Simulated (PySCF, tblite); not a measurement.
# CH8BN: geometry, infrared bands, NMR shifts and spin-spin couplings

Wanted: the infrared bands, NMR shifts and spin-spin couplings of CH8BN (`C[BH2-][NH3+]`), by calculation.

Computed with tblite 0.8.0 and PySCF 2.14.0, with density-fitted response routines of our own, on a single molecule in the gas phase. Atoms count from 0, in the outputs and in this text.

### 1 The molecule as given

11 atoms, charge 0, multiplicity 1; geometry from: force field or distance geometry start.

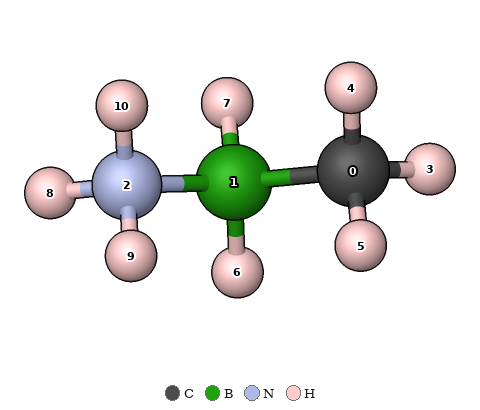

As it starts; carbon dark grey, boron green, nitrogen light blue, hydrogen pink, atoms numbered.

### 2 Optimising the geometry with GFN2-xTB

The job: settings as JSON, then the geometry in Å.

```
{"job": {"kind": "relax", "xc": "GFN2-xTB", "basis": "xTB"}, "charge": 0, "multiplicity": 1}
C      1.209200     0.483200    -0.264100
B      0.067600    -0.626100    -0.046800
N     -1.268400     0.021800     0.295500
H      2.165800     0.001100    -0.508000
H      0.913200     1.145400    -1.100200
H      1.314500     1.094500     0.654500
H      0.399900    -1.340600     0.858000
H     -0.028100    -1.283500    -1.022400
H     -1.990600    -0.723300     0.436200
H     -1.198400     0.590900     1.170900
H     -1.579300     0.639300    -0.499600
```

Run with:

```console
OMP_NUM_THREADS=1 python probes_run.py task.json out
```

One launch serves the whole session: the jobs run in the order shown.

The log of the run:

```text
step      E/eV     max force
  0    -281.64134    2.725
  1    -281.82549    1.029
  2    -281.86854    0.437
  3    -281.88967    0.381
  4    -281.90409    0.299
  5    -281.90942    0.226
  6    -281.91348    0.154
  7    -281.91597    0.126
  8    -281.91769    0.114
  9    -281.91900    0.121
 10    -281.91997    0.084
 11    -281.92045    0.051
 12    -281.92065    0.037
 13    -281.92083    0.040
 14    -281.92108    0.055
 15    -281.92141    0.065
 16    -281.92181    0.059
 17    -281.92226    0.058
 18    -281.92272    0.046
 19    -281.92307    0.049
 20    -281.92327    0.030
 21    -281.92338    0.024
 22    -281.92345    0.019
 23    -281.92351    0.020
 24    -281.92355    0.014
 25    -281.92357    0.014
 26    -281.92359    0.010
```

It took 0.19 s on 1 thread of Intel Xeon at 2.50GHz, shared host.

Step by step:

| step | energy from step 0 (eV) | largest force (eV/Å) |
| --- | --- | --- |
| 0 | 0.0000 | 2.7245 |
| 1 | -0.1841 | 1.0289 |
| 2 | -0.2272 | 0.4375 |
| 3 | -0.2483 | 0.3812 |
| 4 | -0.2627 | 0.2987 |
| 5 | -0.2681 | 0.2257 |
| 6 | -0.2721 | 0.1543 |
| 7 | -0.2746 | 0.1259 |
| 8 | -0.2763 | 0.1140 |
| 9 | -0.2777 | 0.1214 |
| 10 | -0.2786 | 0.0839 |
| 11 | -0.2791 | 0.0513 |
| 12 | -0.2793 | 0.0367 |
| 13 | -0.2795 | 0.0404 |
| 14 | -0.2797 | 0.0547 |
| 15 | -0.2801 | 0.0649 |
| 16 | -0.2805 | 0.0593 |
| 17 | -0.2809 | 0.0577 |
| 18 | -0.2814 | 0.0457 |
| 19 | -0.2817 | 0.0486 |
| 20 | -0.2819 | 0.0300 |
| 21 | -0.2820 | 0.0237 |
| 22 | -0.2821 | 0.0194 |
| 23 | -0.2822 | 0.0195 |
| 24 | -0.2822 | 0.0144 |
| 25 | -0.2822 | 0.0137 |
| 26 | -0.2822 | 0.0100 |

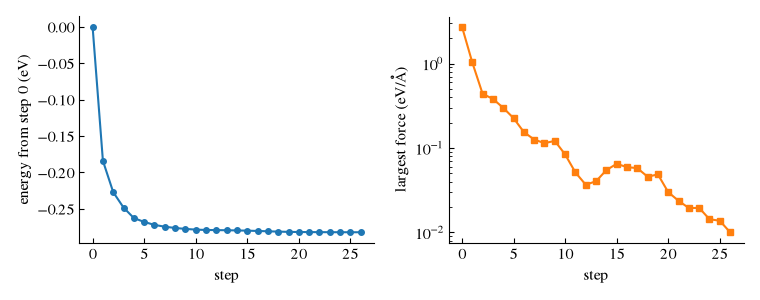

Energy and largest force along the relaxation.

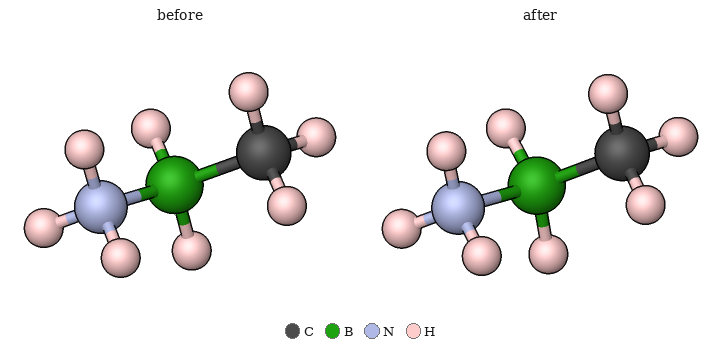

Before and after, at one scale.

Close pairs (by a distance rule), those that changed most:

| bond | before (Å) | after (Å) | change (Å) |
| --- | --- | --- | --- |
| B1–N2 | 1.524 | 1.662 | +0.139 |
| N2–H10 | 1.054 | 1.013 | -0.040 |
| N2–H8 | 1.047 | 1.013 | -0.034 |
| N2–H9 | 1.046 | 1.014 | -0.033 |
| C0–H5 | 1.108 | 1.092 | -0.017 |
| C0–H4 | 1.107 | 1.092 | -0.015 |
| C0–B1 | 1.607 | 1.621 | +0.015 |
| B1–H7 | 1.180 | 1.193 | +0.013 |

The final coordinates are the input of the step that follows.

### 3 Vibrational analysis with GFN2-xTB

The job: settings as JSON, then the geometry in Å.

```
{"job": {"kind": "ir", "xc": "GFN2-xTB", "basis": "xTB"}, "charge": 0, "multiplicity": 1}
C      1.194845     0.492298    -0.262727
B      0.138426    -0.719971    -0.055824
N     -1.300450     0.033642     0.298440
H      2.184207     0.110834    -0.503577
H      0.911695     1.160257    -1.078246
H      1.307462     1.107087     0.632110
H      0.372724    -1.404934     0.892107
H     -0.074457    -1.346564    -1.048317
H     -2.026696    -0.657077     0.445486
H     -1.164906     0.589664     1.134892
H     -1.537426     0.637436    -0.480309
```

The log of the run:

```text
mode    cm-1     km/mol
  1     161.5      0.01
  2     193.4      6.09
  3     292.4     19.37
  4     606.2     43.01
  5     615.8     14.71
  6     673.5     25.84
  7     714.5      5.23
  8     839.2     21.07
  9     952.6     34.99
 10     980.4     77.88
 11    1059.5     15.17
 12    1100.7    189.75
 13    1194.9    226.18
 14    1248.1    101.97
 15    1408.7      2.44
 16    1494.4     43.81
 17    1502.4     45.83
 18    1536.6      1.50
 19    1544.2      0.81
 20    2432.5    308.11
 21    2449.3    205.48
 22    2970.9    141.15
 23    2981.7     88.97
 24    3038.9     50.13
 25    3421.9      2.46
 26    3445.2     10.75
 27    3453.5      9.56
```

Wall time 0.32 s (1 thread of Intel Xeon at 2.50GHz, shared host).

Which atoms move in the most intense modes:

| cm⁻¹ | km/mol | atoms |
| --- | --- | --- |
| 980 | 77.9 | H6 30 %, H7 30 %, B1 15 % |
| 1101 | 189.8 | H7 34 %, H6 34 %, B1 21 % |
| 1195 | 226.2 | H9 29 %, H10 29 %, H8 26 %, N2 13 % |
| 1248 | 102.0 | H7 43 %, H6 43 %, B1 12 % |
| 2432 | 308.1 | H7 48 %, H6 42 % |
| 2449 | 205.5 | H6 51 %, H7 45 % |
| 2971 | 141.2 | H4 47 %, H5 45 % |
| 2982 | 89.0 | H5 48 %, H4 46 % |

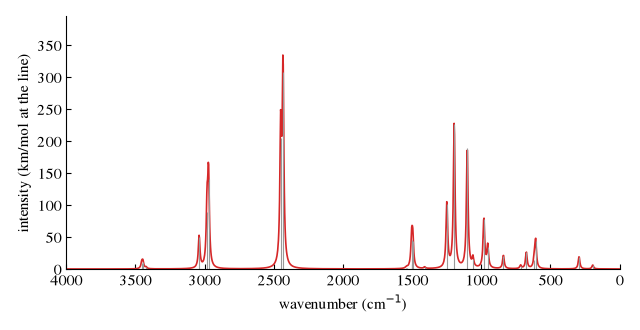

The infrared spectrum from these modes, unscaled. Lines are broadened to a width of 14 cm⁻¹ (Lorentzian).

### 4 Nuclear shieldings: PBE0/pcSseg-1

Settings changed since step 3:

```diff
@@ -1,2 +1,2 @@
-{"job": {"kind": "ir", "xc": "GFN2-xTB", "basis": "xTB"}, "charge": 0, "multiplicity": 1}
+{"job": {"kind": "nmr", "xc": "PBE0", "basis": "pcSseg-1"}, "charge": 0, "multiplicity": 1}
 C      1.194845     0.492298    -0.262727
```

Level: GIAO PBE0/pcSseg-1 NMR shielding, non-relativistic, gas phase.

The log of the run:

```text
coarse grid: 8200 points
cycle   1  E = -122.2803568096  dE =  2.850e-02  |g| = 4.615e-01  |ddm| = 2.534e+00
cycle   2  E = -122.2799484894  dE =  4.083e-04  |g| = 4.847e-01  |ddm| = 9.851e-01
cycle   3  E = -122.3473210335  dE = -6.737e-02  |g| = 3.857e-02  |ddm| = 4.975e-01
cycle   4  E = -122.3476756271  dE = -3.546e-04  |g| = 1.429e-02  |ddm| = 4.866e-02
cycle   5  E = -122.3477300656  dE = -5.444e-05  |g| = 2.605e-03  |ddm| = 1.377e-02
cycle   6  E = -122.3477316130  dE = -1.547e-06  |g| = 6.223e-04  |ddm| = 2.403e-03
final grid: 76384 points
cycle   7  E = -122.3598049533  dE = -3.200e-05  |g| = 7.123e-03  |ddm| = 1.929e-02
cycle   8  E = -122.3598006798  dE =  4.273e-06  |g| = 8.433e-03  |ddm| = 1.250e-02
cycle   9  E = -122.3598179152  dE = -1.724e-05  |g| = 4.038e-04  |ddm| = 6.478e-03
cycle  10  E = -122.3598179525  dE = -3.735e-08  |g| = 1.426e-04  |ddm| = 3.866e-04
cycle  11  E = -122.3598179569  dE = -4.385e-09  |g| = 3.502e-05  |ddm| = 1.070e-04
cycle  12  E = -122.3598179572  dE = -2.739e-10  |g| = 8.832e-06  |ddm| = 3.051e-05
converged SCF energy = -122.3598179572

GIAO shielding tensors (ppm)
atom      isotropic    diamagn.    paramagn.     s11        s22        s33       span
  0 C      181.746     249.556     -67.810    173.480    184.104    187.656     14.176
  1 B      119.019     187.561     -68.541    102.543    116.786    137.729     35.185
  2 N      217.704     316.101     -98.397    210.146    215.641    227.324     17.179
  3 H       31.324      30.165       1.159     27.696     27.908     38.368     10.672
  4 H       32.100      31.672       0.428     28.792     29.822     37.686      8.894
  5 H       32.096      31.672       0.424     28.786     29.816     37.686      8.899
  6 H       29.391      30.445      -1.054     26.022     29.632     32.518      6.496
  7 H       29.389      30.442      -1.053     26.019     29.631     32.518      6.499
  8 H       28.665      29.033      -0.368     22.238     24.670     39.087     16.849
  9 H       29.228      30.626      -1.398     23.770     26.011     37.903     14.133
 10 H       29.227      30.620      -1.393     23.770     26.007     37.904     14.135
```

It took 14 s on 1 thread of Intel Xeon at 2.50GHz, shared host; peak memory 0.43 GiB.

Shifts follow as δ = σ(reference) − σ, with reference shieldings (ppm) from runs at the same level and on the same kind of geometry: 1H TMS 31.72, 13C TMS 186.9, 15N NH3 267.7, 11B BF3·OEt2 100.1. The references are single molecules in the gas phase, so shifts against H2O, NH3, PH3, H3PO4 or CFCl3 are not on the usual liquid scales and can be off by tens of ppm. Atoms listed in one row are averaged.

| atoms | environment | σ (ppm) | δ (ppm) | δ scaled to CDCl3 |
| --- | --- | --- | --- | --- |
| C0 | methyl carbon bonded to B | 181.7 | 5.2 | 3.1 |
| H8, H9, H10 | hydrogen on a donor nitrogen of a Lewis adduct | 29.04 | 2.68 | – |
| H6, H7 | hydrogen on a boron bonded to C, N | 29.39 | 2.33 | – |
| H3, H4, H5 | hydrogen on a methyl carbon bonded to B | 31.84 | -0.12 | -0.01 |
| B1 | boron bonded to C, N, 2 H | 119.0 | -19.0 | – |
| N2 | donor nitrogen of a Lewis adduct | 217.7 | 50.0 | – |

The scaled column applies a straight-line fit of computed shieldings to shifts measured in CDCl3 (root-mean-square error 0.16 ppm for H, 1.9 ppm for C).

Charges from the same density, by scheme (e):

| atoms | Mulliken | IAO | Hirshfeld | ESP fit |
| --- | --- | --- | --- | --- |
| C0 | -0.51 | -0.56 | -0.22 | -0.54 |
| B1 | 0.00 | -0.20 | -0.03 | 0.56 |
| N2 | -0.34 | -0.43 | -0.08 | -0.68 |

IAO charges:

| atom | value (e) |
| --- | --- |
| C0 | -0.56 |
| B1 | -0.20 |
| N2 | -0.43 |
| H3 | 0.15 |
| H4 | 0.11 |
| H5 | 0.11 |
| H6 | -0.03 |
| H7 | -0.03 |
| H8 | 0.30 |
| H9 | 0.29 |
| H10 | 0.29 |

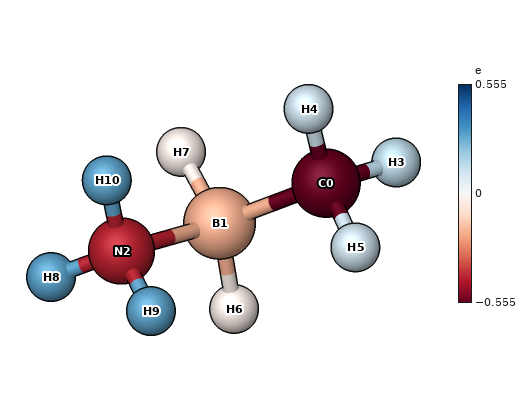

IAO charges, as colours on the atoms.

Mayer bond orders: C0–B1 0.98, B1–N2 0.57.

### 5 J couplings: B3LYP/pcJ-1

Settings changed since step 4:

```diff
@@ -1,2 +1,2 @@
-{"job": {"kind": "nmr", "xc": "PBE0", "basis": "pcSseg-1"}, "charge": 0, "multiplicity": 1}
+{"job": {"kind": "j", "xc": "B3LYP", "basis": "pcJ-1"}, "charge": 0, "multiplicity": 1}
 C      1.194845     0.492298    -0.262727
```

With the program's defaults for keys left out, this is: B3LYP/pcJ-1 indirect spin-spin coupling, non-relativistic, gas phase.

The log of the run:

```text
coarse grid: 8200 points
cycle   1  E = -122.4602832056  dE = -6.637e-03  |g| = 5.144e-01  |ddm| = 2.196e+00
cycle   2  E = -122.4373644182  dE =  2.292e-02  |g| = 6.017e-01  |ddm| = 1.087e+00
cycle   3  E = -122.5398307787  dE = -1.025e-01  |g| = 4.615e-02  |ddm| = 6.055e-01
cycle   4  E = -122.5402948512  dE = -4.641e-04  |g| = 2.085e-02  |ddm| = 5.811e-02
cycle   5  E = -122.5404053316  dE = -1.105e-04  |g| = 4.216e-03  |ddm| = 1.767e-02
cycle   6  E = -122.5404085934  dE = -3.262e-06  |g| = 1.348e-03  |ddm| = 3.191e-03
final grid: 76384 points
cycle   7  E = -122.5581337768  dE = -6.509e-05  |g| = 5.516e-03  |ddm| = 1.712e-02
cycle   8  E = -122.5581294062  dE =  4.371e-06  |g| = 6.923e-03  |ddm| = 8.854e-03
cycle   9  E = -122.5581409967  dE = -1.159e-05  |g| = 2.040e-04  |ddm| = 5.005e-03
cycle  10  E = -122.5581409991  dE = -2.391e-09  |g| = 1.548e-04  |ddm| = 1.879e-04
cycle  11  E = -122.5581410040  dE = -4.844e-09  |g| = 2.206e-05  |ddm| = 9.464e-05
cycle  12  E = -122.5581410041  dE = -9.300e-11  |g| = 5.649e-06  |ddm| = 1.806e-05
converged SCF energy = -122.5581410041

Indirect spin-spin couplings (Hz)
  i      j    bonds     total        FC       PSO       DSO        SD
  0 C    1 B    1     46.200    46.112    -0.696     0.164     0.620
  0 C    2 N    2     -1.271    -1.475     0.164    -0.004     0.043
  0 C    3 H    1    126.316   124.129     1.703     0.483         -
  0 C    4 H    1    116.982   114.478     1.979     0.525         -
  0 C    5 H    1    117.008   114.506     1.978     0.525         -
  0 C    6 H    2     -0.168    -0.071     0.040    -0.137         -
  0 C    7 H    2     -0.169    -0.072     0.040    -0.137         -
  0 C    8 H    3      7.720     7.795     0.435    -0.510         -
  0 C    9 H    3      1.336     1.347    -0.016     0.005         -
  0 C   10 H    3      1.332     1.343    -0.016     0.005         -
  1 B    2 N    1     -1.221    -0.542    -0.127    -0.068    -0.484
  1 B    3 H    2     -2.934    -3.004     0.223    -0.280     0.127
  1 B    4 H    2     -5.381    -5.315     0.172    -0.316     0.078
  1 B    5 H    2     -5.381    -5.315     0.172    -0.316     0.078
  1 B    6 H    1    105.857   105.589    -0.669     0.776     0.161
  1 B    7 H    1    105.854   105.586    -0.669     0.776     0.161
  1 B    8 H    2     -2.071    -2.093     0.399    -0.448     0.072
  1 B    9 H    2     -2.567    -2.634     0.393    -0.394     0.068
  1 B   10 H    2     -2.566    -2.633     0.393    -0.394     0.068
  2 N    3 H    3     -9.504    -9.523    -0.134     0.159    -0.006
  2 N    4 H    3     -1.666    -1.690     0.000     0.008     0.016
  2 N    5 H    3     -1.647    -1.671     0.000     0.008     0.016
  2 N    6 H    2     -3.866    -3.856    -0.019     0.024    -0.014
  2 N    7 H    2     -3.871    -3.862    -0.019     0.024    -0.014
  2 N    8 H    1    -75.554   -73.063    -2.209    -0.177    -0.105
  2 N    9 H    1    -75.199   -72.728    -2.185    -0.189    -0.097
  2 N   10 H    1    -75.200   -72.729    -2.184    -0.189    -0.097
  3 H    4 H    2    -15.486   -15.663     2.899    -2.722         -
  3 H    5 H    2    -15.479   -15.656     2.899    -2.722         -
  3 H    6 H    3      1.759     1.854     0.574    -0.669         -
  3 H    7 H    3      1.776     1.872     0.571    -0.666         -
  3 H    8 H    4      2.840     2.925     1.813    -1.898         -
  3 H    9 H    4     -0.414    -0.311     1.433    -1.535         -
  3 H   10 H    4     -0.413    -0.311     1.431    -1.534         -
  4 H    5 H    2    -11.300   -11.518     2.891    -2.673         -
  4 H    6 H    3     11.292    11.444     2.085    -2.236         -
  4 H    7 H    3      4.430     4.527     0.389    -0.486         -
  4 H    8 H    4     -0.276    -0.154     1.764    -1.887         -
  4 H    9 H    4     -0.335    -0.211     0.524    -0.648         -
  5 H    6 H    3      4.456     4.553     0.386    -0.483         -
  5 H    7 H    3     11.299    11.451     2.085    -2.236         -
  5 H    8 H    4     -0.282    -0.159     1.763    -1.885         -
  5 H   10 H    4     -0.335    -0.210     0.529    -0.654         -
  6 H    7 H    2     -6.142    -6.131     1.430    -1.441         -
  6 H    8 H    3      1.499     1.639     0.382    -0.522         -
  6 H    9 H    3      2.089     2.203     0.316    -0.429         -
  6 H   10 H    3     11.529    11.666     2.648    -2.785         -
  7 H    8 H    3      1.494     1.634     0.383    -0.523         -
  7 H    9 H    3     11.539    11.676     2.648    -2.785         -
  7 H   10 H    3      2.096     2.209     0.314    -0.427         -
  8 H    9 H    2     -9.316    -9.468     5.385    -5.234         -
  8 H   10 H    2     -9.320    -9.471     5.385    -5.234         -
  9 H   10 H    2     -9.886   -10.056     5.221    -5.051         -
```

It took 23 s on 1 thread of Intel Xeon at 2.50GHz, shared host; peak memory 0.71 GiB.

Couplings of 1 Hz or more, nine at most for each number of bonds, with means over like pairs (isotopes 11B, 13C, 1H, 15N):

| pair | bonds | J (Hz) | Fermi contact (Hz) |
| --- | --- | --- | --- |
| C0–H3 | 1 | 120.1 | 117.7 |
| B1–H6 | 1 | 105.9 | 105.6 |
| N2–H8 | 1 | -75.3 | -72.8 |
| C0–B1 | 1 | 46.2 | 46.1 |
| B1–N2 | 1 | -1.2 | -0.5 |
| H3–H4 | 2 | -14.1 | -14.3 |
| H8–H9 | 2 | -9.5 | -9.7 |
| H6–H7 | 2 | -6.1 | -6.1 |
| B1–H3 | 2 | -4.6 | -4.5 |
| N2–H6 | 2 | -3.9 | -3.9 |
| B1–H8 | 2 | -2.4 | -2.5 |
| C0–N2 | 2 | -1.3 | -1.5 |
| H3–H6 | 3 | 5.8 | 6.0 |
| H6–H8 | 3 | 5.0 | 5.2 |
| N2–H3 | 3 | -4.3 | -4.3 |
| C0–H8 | 3 | 3.5 | 3.5 |

The spin-dipole term was solved for some atoms only; pairs without it lack that part.

Quadrupole couplings from the field gradients of the same density:

| atom | isotope | eQq/h (MHz) | η |
| --- | --- | --- | --- |
| N2 | 14N | -2.754 | 0.01 |
| B1 | 11B | 2.751 | 0.06 |

Joined with the shifts from before (PBE0/pcSseg-1, scaled to CDCl3 for protons on carbon, raw for the others), the couplings predict the line list below for 300 MHz. H–H couplings in it are scaled by factors fitted to measured ones, so they differ from the table. Couplings to quadrupolar nuclei are left out.

1H NMR δ 2.68 (br s, 3H), 2.33 (br, 2H), -0.01 (m, 3H).

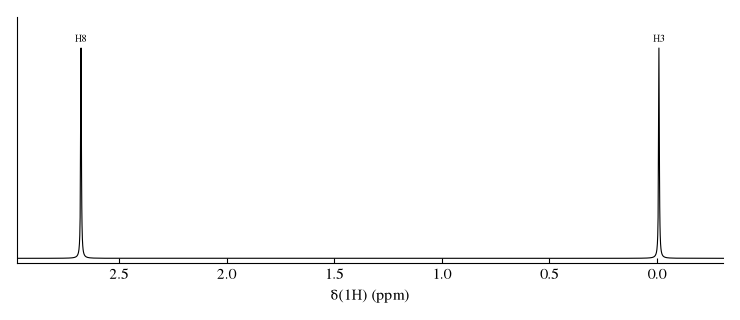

Simulated proton spectrum at 300 MHz, by exact diagonalisation of each spin system; lines 1.2 Hz wide, exchangeable protons uncoupled, protons on B, Al or Ga left out.

### 6 Outcome

| quantity | value |
| --- | --- |
| strongest single infrared mode (GFN2-xTB) | 2432 cm⁻¹, 308 km/mol |
| zero-point energy (GFN2-xTB) | 60.5 kcal/mol |
| 13C shifts against TMS (PBE0/pcSseg-1) | 5.2 ppm |
| 1H shifts against TMS (PBE0/pcSseg-1, means over atoms taken as alike) | 2.68, 2.33, -0.12 ppm |
| 11B shifts against BF3·OEt2 (PBE0/pcSseg-1) | -19.0 ppm |
| 15N shifts against NH3 (PBE0/pcSseg-1) | 50.0 ppm |
| largest coupling of the table (B3LYP/pcJ-1) | 1J(C,H) C0–H3, 120.1 Hz |

What this shows: The optimisation took 26 steps and gained 0.282 eV; among the close pairs (by a distance rule), B1–N2 changed most, from 1.524 to 1.662 Å. All 27 modes are real, so the xTB geometry is a minimum. The strongest single mode, at 2432 cm⁻¹, moves mainly H7 and H6. GFN2-xTB is a fitted tight-binding method: band positions and strengths are rough. Its intensities can rank the bands wrongly. At PBE0/pcSseg-1: The widest tensor belongs to B1: span 35 ppm, with a paramagnetic part of -69 ppm. Of the pairs tabulated at B3LYP/pcJ-1, C0–H3 (mean over like pairs) couples most strongly (120.1 Hz; Fermi contact 117.7 Hz).
